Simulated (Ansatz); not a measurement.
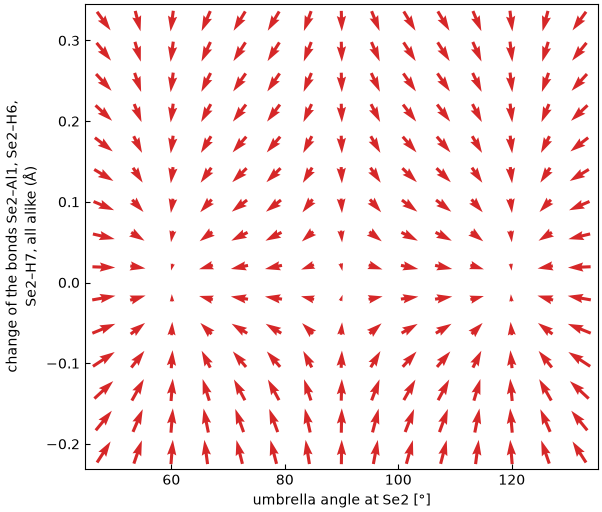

AlH₅Se, SMILES [AlH3-][SeH2+]. First axis: umbrella angle at Se2 (between each of its bonds and their common axis; 90 is planar). Second axis: change of the bonds Se2–Al1, Se2–H6, Se2–H7, all alike. Nothing is relaxed (all other coordinates rigid). The grid has 15 × 15 points. Points are written as (first, second). Method: Ansatz, RHF/def2-TZVP.

Drawn: arrows along the force (downhill), their lengths compressed.

> The arrows alone are given. Where are the wells?

The arrows converge at about (120°, 0.000 Å); about (60°, 0.00 Å) (2.3 kJ/mol up) (read from the interpolated surface).

The energy map of the same scan:

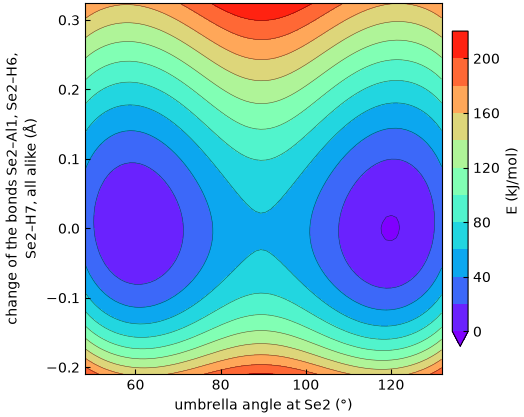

Energies are in kJ/mol, from the lowest grid point; between grid points the surface is interpolated.
